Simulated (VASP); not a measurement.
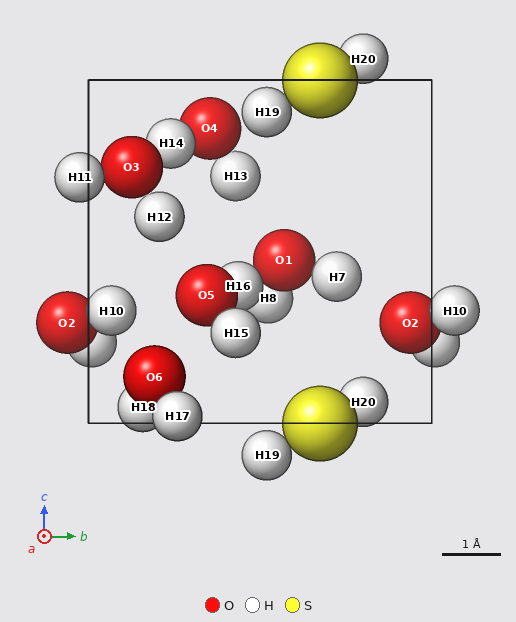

*The input geometry (spheres-only view of the cell of the calculation, along the a axis; atoms are numbered from 1 in the order of the input).*

**Molecular dynamics of H₁₄SO₆ (part 1 of 5)**

- system: H₁₄SO₆ (disordered cell, 21 atoms in the cell)
- method: Kohn-Sham DFT of a periodic cell, PBE, VASP PAW PBE potentials, recommended, no spin polarisation (VASP 6.6.1)

It belongs to a series of runs on one base structure; here: dynamics from the start.

## INCAR
```
ALGO = Normal
EDIFF = 1E-5
ENCUT = 520
GGA = PE
IBRION = 0
ISIF = 2
ISMEAR = -1
ISYM = 0
LANGEVIN_GAMMA = 20 20 20
LASPH = True
LCHARG = False
LREAL = Auto
LWAVE = False
MDALGO = 3
NBANDS = 44
NELM = 80
NELMIN = 4
NSW = 40
POTIM = 0.75
PREC = Accurate
RANDOM_SEED = 333952 0 0
SIGMA = 0.02
TEBEG = 400.0
TEEND = 400.0
```

## KPOINTS
```
k-points
0
Gamma
  1 1 1
```

## POSCAR
```
H14SO6
1.0
    6.0000000000      0.0000000000      0.0000000000
    0.0000000000      6.0000000000      0.0000000000
    0.0000000000      0.0000000000      6.0000000000
O H S
6 14 1
Direct
    0.1581796200      0.5702742900      0.4746936400
    0.3020155300     -0.0612110700      0.2933116600
    0.6420359500      0.1263571300      0.7461449100
    0.2590678700      0.3541831000      0.8588703000
    0.5379552500      0.3449785800      0.3730219400
    0.9652752300      0.1923793900      0.1359589000
    0.2102849300      0.7234300200      0.4273791600
    0.0487714900      0.5230537100      0.3639987800
    0.1628478600      0.0092214600      0.2361439400
    0.3981134500      0.0666016300      0.3283451200
    0.6935629400     -0.0259740300      0.7165294200
    0.6465794300      0.2068412000      0.6017789900
    0.2083325200      0.4284232800      0.7202260300
    0.3686907800      0.2397255500      0.8151198100
    0.6266476700      0.4287980900      0.2631536800
    0.4013926800      0.4364445800      0.3990483400
    1.0696707500      0.2589688000      0.0206692800
    0.8286704400      0.1578747900      0.0474488500
    0.6084253000      0.5194421500      0.9066565100
    0.5683890600      0.8003547200      1.0622687700
    0.7452954700      0.6747132200      0.9988748800
```

Launch command:
```bash
cat potpaw_PBE.64/O/POTCAR potpaw_PBE.64/H/POTCAR potpaw_PBE.64/S/POTCAR > POTCAR
mpirun -np 1 vasp_gam > vasp.out
```

## OSZICAR
```
N       E                     dE             d eps       ncg     rms          rms(c)
DAV:   1     0.427198664138E+03    0.42720E+03   -0.29550E+04    88   0.115E+03
DAV:   2    -0.668293496124E+02   -0.49403E+03   -0.47308E+03   116   0.277E+02
DAV:   3    -0.107504975505E+03   -0.40676E+02   -0.40415E+02   104   0.866E+01
DAV:   4    -0.108138772792E+03   -0.63380E+00   -0.63298E+00   120   0.119E+01
DAV:   5    -0.108146571985E+03   -0.77992E-02   -0.77946E-02   112   0.130E+00    0.209E+01
DAV:   6    -0.994979860358E+02    0.86486E+01   -0.27228E+01   112   0.245E+01    0.873E+00
DAV:   7    -0.993609727282E+02    0.13701E+00   -0.15843E+00   112   0.519E+00    0.569E+00
DAV:   8    -0.992700727316E+02    0.90900E-01   -0.39965E-01   120   0.329E+00    0.852E-01
DAV:   9    -0.992578890982E+02    0.12184E-01   -0.64631E-02   120   0.128E+00    0.354E-01
DAV:  10    -0.992609324836E+02   -0.30434E-02   -0.79783E-03    96   0.408E-01    0.198E-01
DAV:  11    -0.992612191268E+02   -0.28664E-03   -0.75732E-04   112   0.174E-01    0.683E-02
DAV:  12    -0.992612213645E+02   -0.22377E-05   -0.13305E-04    96   0.587E-02    0.332E-02
DAV:  13    -0.992611891645E+02    0.32200E-04   -0.80839E-05   104   0.494E-02    0.133E-02
DAV:  14    -0.992611869066E+02    0.22579E-05   -0.56585E-06    96   0.170E-02
      1 T=   395. E= -.98188221E+02 F= -.99261187E+02 E0= -.99261187E+02  EK= 0.10730E+01 SP= 0.00E+00 SK= 0.00E+00
       N       E                     dE             d eps       ncg     rms          rms(c)
DAV:   1    -0.992042534053E+02    0.56936E-01   -0.35081E+00    88   0.967E+00    0.614E-01
DAV:   2    -0.992101195357E+02   -0.58661E-02   -0.74547E-02   120   0.140E+00    0.367E-01
DAV:   3    -0.992098574823E+02    0.26205E-03   -0.66252E-03   120   0.488E-01    0.175E-01
DAV:   4    -0.992098828090E+02   -0.25327E-04   -0.77607E-04   112   0.177E-01    0.911E-02
DAV:   5    -0.992099482602E+02   -0.65451E-04   -0.30771E-04   120   0.111E-01    0.174E-02
DAV:   6    -0.992099510640E+02   -0.28039E-05   -0.59222E-05   112   0.400E-02
      2 T=   388. E= -.98157725E+02 F= -.99209951E+02 E0= -.99209951E+02  EK= 0.10522E+01 SP= 0.00E+00 SK= 0.00E+00
       N       E                     dE             d eps       ncg     rms          rms(c)
DAV:   1    -0.990918782347E+02    0.11807E+00   -0.15715E-01    92   0.309E+00    0.211E-01
DAV:   2    -0.990948270902E+02   -0.29489E-02   -0.33596E-02   112   0.921E-01    0.114E-01
DAV:   3    -0.990947692011E+02    0.57889E-04   -0.43353E-04   120   0.126E-01    0.752E-02
DAV:   4    -0.990947577729E+02    0.11428E-04   -0.19317E-04   120   0.798E-02    0.305E-02
DAV:   5    -0.990947591918E+02   -0.14189E-05   -0.21341E-05    96   0.315E-02
      3 T=   359. E= -.98119223E+02 F= -.99094759E+02 E0= -.99094759E+02  EK= 0.97554E+00 SP= 0.00E+00 SK= 0.00E+00
       N       E                     dE             d eps       ncg     rms          rms(c)
DAV:   1    -0.989683415473E+02    0.12642E+00   -0.14048E-01    92   0.283E+00    0.170E-01
DAV:   2    -0.989708585203E+02   -0.25170E-02   -0.26582E-02   112   0.798E-01    0.123E-01
DAV:   3    -0.989707791389E+02    0.79381E-04   -0.27778E-04   112   0.106E-01    0.891E-02
DAV:   4    -0.989707498475E+02    0.29291E-04   -0.20978E-04   112   0.827E-02    0.352E-02
DAV:   5    -0.989707490741E+02    0.77337E-06   -0.27443E-05   112   0.389E-02
      4 T=   308. E= -.98135384E+02 F= -.98970749E+02 E0= -.98970749E+02  EK= 0.83536E+00 SP= 0.00E+00 SK= 0.00E+00
       N       E                     dE             d eps       ncg     rms          rms(c)
DAV:   1    -0.989072224009E+02    0.63527E-01   -0.19337E-01   112   0.293E+00    0.253E-01
DAV:   2    -0.989089353033E+02   -0.17129E-02   -0.24402E-02   112   0.792E-01    0.142E-01
DAV:   3    -0.989087974489E+02    0.13785E-03   -0.81644E-04   120   0.180E-01    0.822E-02
DAV:   4    -0.989087755280E+02    0.21921E-04   -0.15808E-04   112   0.785E-02    0.429E-02
DAV:   5    -0.989087692113E+02    0.63168E-05   -0.40932E-05   120   0.405E-02
      5 T=   268. E= -.98180617E+02 F= -.98908769E+02 E0= -.98908769E+02  EK= 0.72815E+00 SP= 0.00E+00 SK= 0.00E+00
       N       E                     dE             d eps       ncg     rms          rms(c)
DAV:   1    -0.988901706257E+02    0.18605E-01   -0.14444E-01    96   0.269E+00    0.183E-01
DAV:   2    -0.988921100014E+02   -0.19394E-02   -0.21923E-02    96   0.736E-01    0.115E-01
DAV:   3    -0.988920257936E+02    0.84208E-04   -0.31674E-04   120   0.116E-01    0.749E-02
DAV:   4    -0.988920037893E+02    0.22004E-04   -0.17774E-04   120   0.842E-02    0.306E-02
DAV:   5    -0.988920011004E+02    0.26889E-05   -0.26549E-05    96   0.365E-02
      6 T=   250. E= -.98212194E+02 F= -.98892001E+02 E0= -.98892001E+02  EK= 0.67981E+00 SP= 0.00E+00 SK= 0.00E+00
       N       E                     dE             d eps       ncg     rms          rms(c)
DAV:   1    -0.988824612060E+02    0.95426E-02   -0.14712E-01    96   0.288E+00    0.188E-01
DAV:   2    -0.988850903623E+02   -0.26292E-02   -0.27958E-02   112   0.828E-01    0.116E-01
DAV:   3    -0.988849963778E+02    0.93984E-04   -0.26791E-04   112   0.110E-01    0.782E-02
DAV:   4    -0.988849694723E+02    0.26905E-04   -0.26370E-04   120   0.982E-02    0.277E-02
DAV:   5    -0.988849688159E+02    0.65640E-06   -0.37316E-05   112   0.420E-02
      7 T=   253. E= -.98197441E+02 F= -.98884969E+02 E0= -.98884969E+02  EK= 0.68753E+00 SP= 0.00E+00 SK= 0.00E+00
       N       E                     dE             d eps       ncg     rms          rms(c)
DAV:   1    -0.988601772224E+02    0.24792E-01   -0.15851E-01    96   0.300E+00    0.175E-01
DAV:   2    -0.988628067385E+02   -0.26295E-02   -0.28843E-02   112   0.865E-01    0.115E-01
DAV:   3    -0.988627461323E+02    0.60606E-04   -0.24521E-04   120   0.992E-02    0.791E-02
DAV:   4    -0.988627344222E+02    0.11710E-04   -0.25358E-04   112   0.983E-02    0.254E-02
DAV:   5    -0.988627313482E+02    0.30740E-05   -0.38682E-05   112   0.436E-02
      8 T=   261. E= -.98153318E+02 F= -.98862731E+02 E0= -.98862731E+02  EK= 0.70941E+00 SP= 0.00E+00 SK= 0.00E+00
       N       E                     dE             d eps       ncg     rms          rms(c)
DAV:   1    -0.988194528783E+02    0.43282E-01   -0.15056E-01    96   0.311E+00    0.208E-01
DAV:   2    -0.988227800232E+02   -0.33271E-02   -0.36092E-02   112   0.945E-01    0.131E-01
DAV:   3    -0.988226404862E+02    0.13954E-03   -0.35341E-04   120   0.121E-01    0.923E-02
DAV:   4    -0.988225923262E+02    0.48160E-04   -0.50494E-04   112   0.126E-01    0.327E-02
DAV:   5    -0.988225840317E+02    0.82945E-05   -0.63915E-05   112   0.549E-02
      9 T=   263. E= -.98109779E+02 F= -.98822584E+02 E0= -.98822584E+02  EK= 0.71281E+00 SP= 0.00E+00 SK= 0.00E+00
       N       E                     dE             d eps       ncg     rms          rms(c)
DAV:   1    -0.987738631328E+02    0.48729E-01   -0.12278E-01   104   0.284E+00    0.223E-01
DAV:   2    -0.987764056932E+02   -0.25426E-02   -0.27893E-02    96   0.840E-01    0.119E-01
DAV:   3    -0.987763124873E+02    0.93206E-04   -0.30289E-04   120   0.119E-01    0.803E-02
DAV:   4    -0.987762869740E+02    0.25513E-04   -0.22458E-04   112   0.911E-02    0.299E-02
DAV:   5    -0.987762868556E+02    0.11842E-06   -0.33793E-05   104   0.362E-02
     10 T=   257. E= -.98079149E+02 F= -.98776287E+02 E0= -.98776287E+02  EK= 0.69714E+00 SP= 0.00E+00 SK= 0.00E+00
       N       E                     dE             d eps       ncg     rms          rms(c)
DAV:   1    -0.987444093691E+02    0.31878E-01   -0.12198E-01   112   0.265E+00    0.170E-01
DAV:   2    -0.987465503223E+02   -0.21410E-02   -0.23147E-02   104   0.770E-01    0.112E-01
DAV:   3    -0.987464818552E+02    0.68467E-04   -0.31367E-04   120   0.112E-01    0.744E-02
DAV:   4    -0.987464613633E+02    0.20492E-04   -0.14749E-04   112   0.724E-02    0.325E-02
DAV:   5    -0.987464596844E+02    0.16790E-05   -0.18489E-05    88   0.313E-02
     11 T=   250. E= -.98066930E+02 F= -.98746460E+02 E0= -.98746460E+02  EK= 0.67953E+00 SP= 0.00E+00 SK= 0.00E+00
       N       E                     dE             d eps       ncg     rms          rms(c)
DAV:   1    -0.987849762842E+02   -0.38515E-01   -0.25189E-01   112   0.326E+00    0.199E-01
DAV:   2    -0.987876658569E+02   -0.26896E-02   -0.30929E-02   112   0.855E-01    0.154E-01
DAV:   3    -0.987874865955E+02    0.17926E-03   -0.46069E-04   120   0.135E-01    0.103E-01
DAV:   4    -0.987874172823E+02    0.69313E-04   -0.26448E-04   120   0.105E-01    0.418E-02
DAV:   5    -0.987874127846E+02    0.44977E-05   -0.58698E-05   112   0.466E-02
     12 T=   257. E= -.98089565E+02 F= -.98787413E+02 E0= -.98787413E+02  EK= 0.69785E+00 SP= 0.00E+00 SK= 0.00E+00
       N       E                     dE             d eps       ncg     rms          rms(c)
DAV:   1    -0.988512668717E+02   -0.63850E-01   -0.15589E-01    96   0.291E+00    0.225E-01
DAV:   2    -0.988538258591E+02   -0.25590E-02   -0.28719E-02   112   0.840E-01    0.141E-01
DAV:   3    -0.988536801361E+02    0.14572E-03   -0.43232E-04   120   0.141E-01    0.909E-02
DAV:   4    -0.988536498235E+02    0.30313E-04   -0.23272E-04   112   0.940E-02    0.392E-02
DAV:   5    -0.988536484909E+02    0.13326E-05   -0.36944E-05   112   0.396E-02
     13 T=   274. E= -.98110200E+02 F= -.98853648E+02 E0= -.98853648E+02  EK= 0.74345E+00 SP= 0.00E+00 SK= 0.00E+00
       N       E                     dE             d eps       ncg     rms          rms(c)
DAV:   1    -0.988972854008E+02   -0.43636E-01   -0.17622E-01   104   0.331E+00    0.182E-01
DAV:   2    -0.989009895297E+02   -0.37041E-02   -0.39921E-02   104   0.964E-01    0.166E-01
DAV:   3    -0.989007855590E+02    0.20397E-03   -0.45638E-04   120   0.137E-01    0.121E-01
DAV:   4    -0.989006768648E+02    0.10869E-03   -0.48096E-04   104   0.131E-01    0.511E-02
DAV:   5    -0.989006695442E+02    0.73206E-05   -0.79371E-05   120   0.538E-02
     14 T=   283. E= -.98131432E+02 F= -.98900670E+02 E0= -.98900670E+02  EK= 0.76924E+00 SP= 0.00E+00 SK= 0.00E+00
       N       E                     dE             d eps       ncg     rms          rms(c)
DAV:   1    -0.988627340676E+02    0.37943E-01   -0.14126E-01   112   0.322E+00    0.205E-01
DAV:   2    -0.988666574850E+02   -0.39234E-02   -0.43768E-02   120   0.101E+00    0.146E-01
DAV:   3    -0.988664941907E+02    0.16329E-03   -0.40965E-04   104   0.133E-01    0.101E-01
DAV:   4    -0.988664542788E+02    0.39912E-04   -0.67018E-04   120   0.150E-01    0.359E-02
DAV:   5    -0.988664466045E+02    0.76744E-05   -0.80636E-05   112   0.582E-02
     15 T=   279. E= -.98108658E+02 F= -.98866447E+02 E0= -.98866447E+02  EK= 0.75779E+00 SP= 0.00E+00 SK= 0.00E+00
       N       E                     dE             d eps       ncg     rms          rms(c)
DAV:   1    -0.987623207674E+02    0.10413E+00   -0.17353E-01   112   0.324E+00    0.199E-01
DAV:   2    -0.987658833034E+02   -0.35625E-02   -0.39640E-02   104   0.954E-01    0.156E-01
DAV:   3    -0.987656770301E+02    0.20627E-03   -0.58944E-04   120   0.155E-01    0.102E-01
DAV:   4    -0.987656047386E+02    0.72292E-04   -0.35667E-04   104   0.108E-01    0.428E-02
DAV:   5    -0.987656003515E+02    0.43870E-05   -0.58213E-05   120   0.461E-02
     16 T=   269. E= -.98035558E+02 F= -.98765600E+02 E0= -.98765600E+02  EK= 0.73004E+00 SP= 0.00E+00 SK= 0.00E+00
       N       E                     dE             d eps       ncg     rms          rms(c)
DAV:   1    -0.986464047148E+02    0.11920E+00   -0.14778E-01   104   0.284E+00    0.274E-01
DAV:   2    -0.986488109880E+02   -0.24063E-02   -0.29582E-02    96   0.863E-01    0.123E-01
DAV:   3    -0.986487203303E+02    0.90658E-04   -0.38726E-04   120   0.136E-01    0.769E-02
DAV:   4    -0.986487063993E+02    0.13931E-04   -0.22834E-04   104   0.902E-02    0.309E-02
DAV:   5    -0.986487041964E+02    0.22029E-05   -0.29882E-05   104   0.355E-02
     17 T=   234. E= -.98012895E+02 F= -.98648704E+02 E0= -.98648704E+02  EK= 0.63581E+00 SP= 0.00E+00 SK= 0.00E+00
       N       E                     dE             d eps       ncg     rms          rms(c)
DAV:   1    -0.985773749222E+02    0.71331E-01   -0.19527E-01   108   0.290E+00    0.260E-01
DAV:   2    -0.985798168974E+02   -0.24420E-02   -0.28583E-02    96   0.824E-01    0.130E-01
DAV:   3    -0.985797138967E+02    0.10300E-03   -0.48119E-04   120   0.137E-01    0.826E-02
DAV:   4    -0.985796907013E+02    0.23195E-04   -0.19579E-04   112   0.787E-02    0.358E-02
DAV:   5    -0.985796890217E+02    0.16796E-05   -0.26708E-05   104   0.355E-02
     18 T=   216. E= -.97992015E+02 F= -.98579689E+02 E0= -.98579689E+02  EK= 0.58767E+00 SP= 0.00E+00 SK= 0.00E+00
       N       E                     dE             d eps       ncg     rms          rms(c)
DAV:   1    -0.985685275498E+02    0.11163E-01   -0.17862E-01   104   0.302E+00    0.241E-01
DAV:   2    -0.985710368949E+02   -0.25093E-02   -0.29239E-02    96   0.836E-01    0.149E-01
DAV:   3    -0.985709026037E+02    0.13429E-03   -0.60965E-04   120   0.156E-01    0.101E-01
DAV:   4    -0.985708640009E+02    0.38603E-04   -0.19933E-04   104   0.881E-02    0.510E-02
DAV:   5    -0.985708535088E+02    0.10492E-04   -0.40874E-05   104   0.427E-02    0.137E-02
DAV:   6    -0.985708539722E+02   -0.46341E-06   -0.19347E-05    64   0.248E-02
     19 T=   231. E= -.97943731E+02 F= -.98570854E+02 E0= -.98570854E+02  EK= 0.62712E+00 SP= 0.00E+00 SK= 0.00E+00
       N       E                     dE             d eps       ncg     rms          rms(c)
DAV:   1    -0.985654995495E+02    0.53540E-02   -0.14338E-01    92   0.297E+00    0.223E-01
DAV:   2    -0.985686569522E+02   -0.31574E-02   -0.36110E-02   112   0.947E-01    0.136E-01
DAV:   3    -0.985685874448E+02    0.69507E-04   -0.41596E-04   112   0.124E-01    0.971E-02
DAV:   4    -0.985685676628E+02    0.19782E-04   -0.30422E-04   112   0.104E-01    0.383E-02
DAV:   5    -0.985685649818E+02    0.26810E-05   -0.34281E-05   112   0.406E-02
     20 T=   240. E= -.97917155E+02 F= -.98568565E+02 E0= -.98568565E+02  EK= 0.65141E+00 SP= 0.00E+00 SK= 0.00E+00
       N       E                     dE             d eps       ncg     rms          rms(c)
DAV:   1    -0.985596767465E+02    0.88909E-02   -0.16296E-01   104   0.309E+00    0.263E-01
DAV:   2    -0.985627153509E+02   -0.30386E-02   -0.36944E-02    96   0.979E-01    0.143E-01
DAV:   3    -0.985626111544E+02    0.10420E-03   -0.50899E-04   120   0.138E-01    0.970E-02
DAV:   4    -0.985625824387E+02    0.28716E-04   -0.43507E-04   104   0.120E-01    0.359E-02
DAV:   5    -0.985625757066E+02    0.67322E-05   -0.46471E-05   112   0.462E-02
     21 T=   244. E= -.97900646E+02 F= -.98562576E+02 E0= -.98562576E+02  EK= 0.66193E+00 SP= 0.00E+00 SK= 0.00E+00
       N       E                     dE             d eps       ncg     rms          rms(c)
DAV:   1    -0.985673940640E+02   -0.48116E-02   -0.20250E-01    88   0.325E+00    0.228E-01
DAV:   2    -0.985709610817E+02   -0.35670E-02   -0.39806E-02   112   0.975E-01    0.163E-01
DAV:   3    -0.985707673457E+02    0.19374E-03   -0.57111E-04   112   0.162E-01    0.109E-01
DAV:   4    -0.985707202159E+02    0.47130E-04   -0.45356E-04   112   0.126E-01    0.429E-02
DAV:   5    -0.985707205558E+02   -0.33991E-06   -0.48570E-05   112   0.457E-02
     22 T=   243. E= -.97911601E+02 F= -.98570721E+02 E0= -.98570721E+02  EK= 0.65912E+00 SP= 0.00E+00 SK= 0.00E+00
       N       E                     dE             d eps       ncg     rms          rms(c)
DAV:   1    -0.986119836025E+02   -0.41263E-01   -0.16219E-01    96   0.306E+00    0.204E-01
DAV:   2    -0.986151145747E+02   -0.31310E-02   -0.33852E-02   112   0.894E-01    0.154E-01
DAV:   3    -0.986149188170E+02    0.19576E-03   -0.46294E-04   120   0.151E-01    0.104E-01
DAV:   4    -0.986148556971E+02    0.63120E-04   -0.44014E-04   104   0.128E-01    0.413E-02
DAV:   5    -0.986148535194E+02    0.21777E-05   -0.56620E-05   112   0.495E-02
     23 T=   251. E= -.97933116E+02 F= -.98614854E+02 E0= -.98614854E+02  EK= 0.68174E+00 SP= 0.00E+00 SK= 0.00E+00
       N       E                     dE             d eps       ncg     rms          rms(c)
DAV:   1    -0.986595170920E+02   -0.44661E-01   -0.14829E-01   104   0.288E+00    0.245E-01
DAV:   2    -0.986622434928E+02   -0.27264E-02   -0.30563E-02   104   0.865E-01    0.128E-01
DAV:   3    -0.986621087695E+02    0.13472E-03   -0.38945E-04   120   0.138E-01    0.843E-02
DAV:   4    -0.986620780949E+02    0.30675E-04   -0.43562E-04   104   0.132E-01    0.326E-02
DAV:   5    -0.986620747359E+02    0.33589E-05   -0.63007E-05   104   0.490E-02
     24 T=   277. E= -.97909277E+02 F= -.98662075E+02 E0= -.98662075E+02  EK= 0.75280E+00 SP= 0.00E+00 SK= 0.00E+00
       N       E                     dE             d eps       ncg     rms          rms(c)
DAV:   1    -0.987129424043E+02   -0.50864E-01   -0.19684E-01   104   0.321E+00    0.226E-01
DAV:   2    -0.987163792521E+02   -0.34368E-02   -0.36920E-02    96   0.942E-01    0.164E-01
DAV:   3    -0.987162142132E+02    0.16504E-03   -0.36849E-04   120   0.142E-01    0.117E-01
DAV:   4    -0.987161816675E+02    0.32546E-04   -0.43990E-04   104   0.131E-01    0.463E-02
DAV:   5    -0.987161865200E+02   -0.48525E-05   -0.52741E-05   104   0.507E-02
```
